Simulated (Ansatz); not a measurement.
# C6H20O2Si3: one molecule under many settings

How do the results and run time of C6H20O2Si3 respond when the settings are drawn wide?

Computed with Ansatz 0.2.0, Gaussian basis. Level: the settings change from run to run.

4 further runs of the same task are left out: 4 that didn't finish. Runs told in other sessions of the task aren't counted.

## 1. The geometry

The structure was relaxed beforehand with r2SCAN-D4/def2-SVP.

SMILES `C[SiH](C)O[SiH](C)O[Si](C)(C)C`, 31 atoms, charge 0, spin multiplicity 1.

Atoms are counted from 1 here; the program's logs count them from 0.

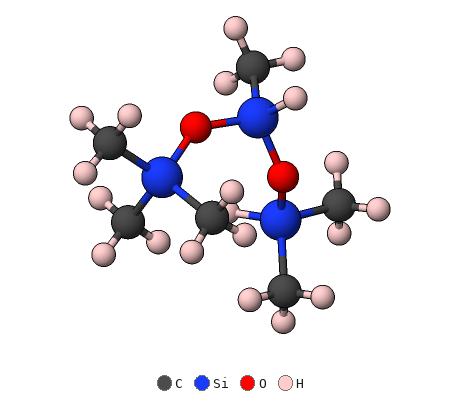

The structure; carbon dark grey, silicon blue, oxygen red, hydrogen pink.

## 2. SVWN5/cc-pVDZ

Options: high accuracy, the search for lower states set to off.

in.yaml reads:

```yaml
crystal:
  periodic: [false, false, false]
  atoms:
    - {symbol: C, position_ang: [2.187306, 0.025832, -2.221580]}
    - {symbol: Si, position_ang: [2.255157, 0.338453, -0.380889]}
    - {symbol: C, position_ang: [3.979411, 0.074169, 0.292363]}
    - {symbol: O, position_ang: [1.206567, -0.732103, 0.359028]}
    - {symbol: Si, position_ang: [0.130475, -0.845776, 1.621748]}
    - {symbol: C, position_ang: [0.775321, 0.050320, 3.120423]}
    - {symbol: O, position_ang: [-1.313122, -0.166622, 1.182966]}
    - {symbol: Si, position_ang: [-2.217671, 0.013899, -0.222937]}
    - {symbol: C, position_ang: [-4.014938, 0.070895, 0.292936]}
    - {symbol: C, position_ang: [-1.880351, -1.440545, -1.359886]}
    - {symbol: C, position_ang: [-1.714551, 1.623610, -1.043416]}
    - {symbol: H, position_ang: [2.869288, 0.697859, -2.767999]}
    - {symbol: H, position_ang: [1.171052, 0.181351, -2.617913]}
    - {symbol: H, position_ang: [2.479839, -1.012926, -2.446608]}
    - {symbol: H, position_ang: [1.812809, 1.740740, -0.082645]}
    - {symbol: H, position_ang: [4.016180, 0.262262, 1.377563]}
    - {symbol: H, position_ang: [4.705475, 0.749475, -0.189829]}
    - {symbol: H, position_ang: [4.310555, -0.962672, 0.117855]}
    - {symbol: H, position_ang: [-0.059640, -2.300509, 1.881583]}
    - {symbol: H, position_ang: [0.931956, 1.117794, 2.892289]}
    - {symbol: H, position_ang: [0.058194, -0.011638, 3.954665]}
    - {symbol: H, position_ang: [1.732854, -0.375178, 3.461679]}
    - {symbol: H, position_ang: [-4.308356, -0.862401, 0.800999]}
    - {symbol: H, position_ang: [-4.681117, 0.207489, -0.574870]}
    - {symbol: H, position_ang: [-4.195866, 0.903454, 0.992605]}
    - {symbol: H, position_ang: [-2.185147, -2.391489, -0.891470]}
    - {symbol: H, position_ang: [-0.804465, -1.511929, -1.590866]}
    - {symbol: H, position_ang: [-2.427767, -1.346355, -2.312719]}
    - {symbol: H, position_ang: [-2.311076, 1.818127, -1.950424]}
    - {symbol: H, position_ang: [-1.856328, 2.474923, -0.357048]}
    - {symbol: H, position_ang: [-0.652035, 1.609472, -1.337635]}
basis:
  gaussian: {orbitals: cc-pVDZ}
hamiltonian: {xc: {name: SVWN5}}
accuracy: high
scf: {lower_state_search: off}
output: {forces: true}
```

Command:

```
ansatz run in.yaml --threads 4 --pin off --events-out ev --progress --plain --max-ram 6963MiB
```

Standard output:

```text
Functional definition: SVWN5
  name "SVWN5"
  cite "Dirac, Proc. Camb. Phil. Soc. 26, 376 (1930) doi:10.1017/S0305004100016108"
  cite "Slater, Phys. Rev. 81, 385 (1951) doi:10.1103/PhysRev.81.385"
  cite "Vosko, Wilk & Nusair, Can. J. Phys. 58, 1200 (1980) doi:10.1139/p80-159"
  exchange = slater_x
  correlation = vwn5_c
these checks for a lower state are left out or cut short: stability, starts, cluster_reference, orbital_swaps, neighbouring_geometries, increment
6628 factors; integrals over basis functions are off by at most 9.8e-8 eV
mean field evaluation 1: about -34050.7304 eV, gradient 1.4e2 eV
mean field evaluation 2: about -33979.7118 eV, gradient 2.2e2 eV
mean field evaluation 4: about -34094.6203 eV, gradient 1.7e1 eV
mean field evaluation 8: about -34095.1969 eV, gradient 7.9e-1 eV
mean field evaluation 16: about -34095.1985 eV, gradient 3.0e-4 eV
mean field -34095.19850549 eV, -1252.9754345212 hartree, gradient 2.9e-8 eV, S^2 0.000000; 0 other end points of the search recorded, 0 dependent functions left out
the calculation of the forces begins
reference -34095.19851141 eV, -1252.9754347387 hartree; 57, 57 occupied and 209, 209 virtual orbitals, 6628 factors
Total energy: -34095.19851141 eV, -1252.9754347387 hartree
Atom 0 at     2.187306     0.025832    -2.221580 Å, force     0.002784     0.014248     0.297156 eV/Å
Atom 1 at     2.255157     0.338453    -0.380889 Å, force     0.362402     0.019261    -0.218217 eV/Å
Atom 2 at     3.979411     0.074169     0.292363 Å, force    -0.268582     0.017687    -0.094817 eV/Å
Atom 3 at     1.206567    -0.732103     0.359028 Å, force     0.031278    -0.357910    -0.211538 eV/Å
Atom 4 at     0.130475    -0.845776     1.621748 Å, force     0.195240     0.228402     0.384097 eV/Å
Atom 5 at     0.775321     0.050320     3.120423 Å, force    -0.131392    -0.099352    -0.232792 eV/Å
Atom 6 at    -1.313122    -0.166622     1.182966 Å, force    -0.225273     0.175480     0.279892 eV/Å
Atom 7 at    -2.217671     0.013899    -0.222937 Å, force    -0.181391     0.003039    -0.462781 eV/Å
Atom 8 at    -4.014938     0.070895     0.292936 Å, force     0.305228    -0.013834    -0.028988 eV/Å
Atom 9 at    -1.880351    -1.440545    -1.359886 Å, force    -0.090907     0.248292     0.192167 eV/Å
Atom 10 at    -1.714551     1.623610    -1.043416 Å, force    -0.103947    -0.270013     0.165569 eV/Å
Atom 11 at     2.869288     0.697859    -2.767999 Å, force     0.197980     0.202909    -0.109492 eV/Å
Atom 12 at     1.171052     0.181351    -2.617913 Å, force    -0.331734     0.061695    -0.070484 eV/Å
Atom 13 at     2.479839    -1.012926    -2.446608 Å, force     0.089511    -0.295398    -0.030193 eV/Å
Atom 14 at     1.812809     1.740740    -0.082645 Å, force    -0.104862     0.301950     0.053662 eV/Å
Atom 15 at     4.016180     0.262262     1.377563 Å, force    -0.030259     0.061214     0.305334 eV/Å
Atom 16 at     4.705475     0.749475    -0.189829 Å, force     0.167362     0.201855    -0.156448 eV/Å
Atom 17 at     4.310555    -0.962672     0.117855 Å, force     0.064349    -0.292726    -0.069062 eV/Å
Atom 18 at    -0.059640    -2.300509     1.881583 Å, force    -0.034700    -0.338851     0.015278 eV/Å
Atom 19 at     0.931956     1.117794     2.892289 Å, force     0.035618     0.289727    -0.106764 eV/Å
Atom 20 at     0.058194    -0.011638     3.954665 Å, force    -0.220931    -0.039614     0.211433 eV/Å
Atom 21 at     1.732854    -0.375178     3.461679 Å, force     0.263198    -0.155700     0.050319 eV/Å
Atom 22 at    -4.308356    -0.862401     0.800999 Å, force    -0.045382    -0.264061     0.127065 eV/Å
Atom 23 at    -4.681117     0.207489    -0.574870 Å, force    -0.137969     0.040761    -0.265230 eV/Å
Atom 24 at    -4.195866     0.903454     0.992605 Å, force    -0.016958     0.234520     0.180804 eV/Å
Atom 25 at    -2.185147    -2.391489    -0.891470 Å, force    -0.089066    -0.233662     0.158279 eV/Å
Atom 26 at    -0.804465    -1.511929    -1.590866 Å, force     0.348675     0.029831    -0.021824 eV/Å
Atom 27 at    -2.427767    -1.346355    -2.312719 Å, force    -0.165644     0.059835    -0.243214 eV/Å
Atom 28 at    -2.311076     1.818127    -1.950424 Å, force    -0.187662     0.018263    -0.238834 eV/Å
Atom 29 at    -1.856328     2.474923    -0.357048 Å, force    -0.051684     0.205696     0.204942 eV/Å
Atom 30 at    -0.652035     1.609472    -1.337635 Å, force     0.354717    -0.053547    -0.065317 eV/Å
Dipole moment:     0.141583     0.095524    -0.132266 e Å
Checks for a lower state left out: stability, starts, cluster_reference, orbital_swaps, neighbouring_geometries, increment
```

Wall time 36 s (4 threads of Arm Neoverse V1, shared host); peak memory 2.1 GiB.

Largest force 0.497 eV/Å, dipole 1.04 D.

## 3. r2SCAN/aug-cc-pVDZ

Set apart from the defaults: D3(BJ) with three-body dispersion.

in.yaml: that of step 2 with these lines changed.

```diff
@@ -35,6 +35,4 @@
 basis:
-  gaussian: {orbitals: cc-pVDZ}
-hamiltonian: {xc: {name: SVWN5}}
-accuracy: high
-scf: {lower_state_search: off}
-output: {forces: true}
+  gaussian: {orbitals: aug-cc-pVDZ}
+hamiltonian: {xc: {name: r2SCAN}, dispersion: d3bjatm}
+scf: {omitted_lower_state_checks: [starts]}
```

The command is unchanged.

Standard output, cut to the lines that bear on the results:

```text
Functional definition: r2SCAN
  name "r2SCAN"
  cite "Furness, Kaplan, Ning, Perdew & Sun, J. Phys. Chem. Lett. 11, 8208 (2020) doi:10.1021/acs.jpclett.0c02405"
  cite "Furness, Kaplan, Ning, Perdew & Sun, J. Phys. Chem. Lett. 11, 9248 (2020) doi:10.1021/acs.jpclett.0c03077"
  parent r2scan
[...]
4023 factors; their error is unknown
[...]
mean field -34274.96955951 eV, -1259.5818989031 hartree, gradient 4.9e-5 eV, S^2 0.000000; 0 other end points of the search recorded, 0 dependent functions left out
reference -34274.96965331 eV, -1259.5819023502 hartree; 57, 57 occupied and 388, 388 virtual orbitals, 4023 factors
Total energy: -34275.26435643 eV, -1259.5927324900 hartree
Checks for a lower state left out: starts
```

Wall time 45 s (4 threads of Arm Neoverse V1, shared host); peak memory 1.8 GiB.

## 4. RPBE/def2-mTZVP

This run has unrestricted orbitals.

in.yaml: that of step 3 with these lines changed.

```diff
@@ -35,4 +35,5 @@
 basis:
-  gaussian: {orbitals: aug-cc-pVDZ}
-hamiltonian: {xc: {name: r2SCAN}, dispersion: d3bjatm}
-scf: {omitted_lower_state_checks: [starts]}
+  gaussian: {orbitals: def2-mTZVP}
+magnetization: {spin_polarized: true, initial_magnetization: 0}
+hamiltonian: {xc: {name: RPBE}}
+output: {forces: true}
```

Same command.

Standard output, cut to the lines that bear on the results:

```text
Functional definition: RPBE
  name "RPBE"
  cite "Hammer, Hansen & Nørskov, Phys. Rev. B 59, 7413 (1999) doi:10.1103/PhysRevB.59.7413"
  cite "Perdew, Burke & Ernzerhof, Phys. Rev. Lett. 77, 3865 (1996) doi:10.1103/PhysRevLett.77.3865"
[...]
2930 factors; their error is unknown
[...]
mean field -34283.63009177 eV, -1259.9001675934 hartree, gradient 1.6e-5 eV, S^2 0.000000; 0 other end points of the search recorded, 0 dependent functions left out
[...]
reference -34283.63016998 eV, -1259.9001704676 hartree; 57, 57 occupied and 231, 231 virtual orbitals, 2930 factors
Total energy: -34283.63016998 eV, -1259.9001704676 hartree
Atom 0 at     2.187306     0.025832    -2.221580 Å, force    -0.044918    -0.040148    -0.348433 eV/Å
Atom 1 at     2.255157     0.338453    -0.380889 Å, force    -0.101082     0.070448     0.161774 eV/Å
[...]
Atom 21 at     1.732854    -0.375178     3.461679 Å, force    -0.014081     0.023946     0.029792 eV/Å
Atom 22 at    -4.308356    -0.862401     0.800999 Å, force    -0.043828     0.029728    -0.006112 eV/Å
Atom 23 at    -4.681117     0.207489    -0.574870 Å, force    -0.027669     0.000910     0.029904 eV/Å
Atom 24 at    -4.195866     0.903454     0.992605 Å, force    -0.049100    -0.023492    -0.009979 eV/Å
Atom 25 at    -2.185147    -2.391489    -0.891470 Å, force     0.012054     0.000605    -0.049684 eV/Å
Atom 26 at    -0.804465    -1.511929    -1.590866 Å, force    -0.093102    -0.052130    -0.039854 eV/Å
Atom 27 at    -2.427767    -1.346355    -2.312719 Å, force     0.017754    -0.038847    -0.004510 eV/Å
Atom 28 at    -2.311076     1.818127    -1.950424 Å, force     0.014823     0.037979     0.003905 eV/Å
Atom 29 at    -1.856328     2.474923    -0.357048 Å, force     0.007712     0.015530    -0.050556 eV/Å
Atom 30 at    -0.652035     1.609472    -1.337635 Å, force    -0.092716     0.061218    -0.003095 eV/Å
Dipole moment:     0.118364     0.080494    -0.123163 e Å
```

It took 19 s on 4 threads of Arm Neoverse V1, shared host.

Largest force 0.355 eV/Å, dipole 0.91 D, ⟨S²⟩ 0.000.

## 5. All runs side by side

| level | charge | multiplicity | geometry | functions | energy (eV) | time |
| --- | --- | --- | --- | --- | --- | --- |
| SVWN5/cc-pVDZ | 0 | 1 | relaxed | 266 | -34095.199 | 36 s |
| r2SCAN/aug-cc-pVDZ | 0 | 1 | relaxed | 445 | -34275.264 | 45 s |
| RPBE/def2-mTZVP | 0 | 1 | relaxed | 288 | -34283.630 | 19 s |

## 6. Results

```
                                         quantity                     value
                                             runs                         3
                                         quickest     RPBE/def2-mTZVP, 19 s
                                          slowest  r2SCAN/aug-cc-pVDZ, 45 s
spread of total energies, same state and geometry                  188.4 eV
                  dipole, same state and geometry            0.91 to 1.04 D
```

**Reading.** r2SCAN/aug-cc-pVDZ took 2 times as long as RPBE/def2-mTZVP. The jobs differ in tasks and options as well as level. Total energies at one charge and spin differ by 188 eV between levels, so only differences within one level mean anything. At the r2SCAN-D4/def2-SVP geometry and in the same state, the sound runs without point charges leave forces up to 0.50 eV/Å (SVWN5/cc-pVDZ).
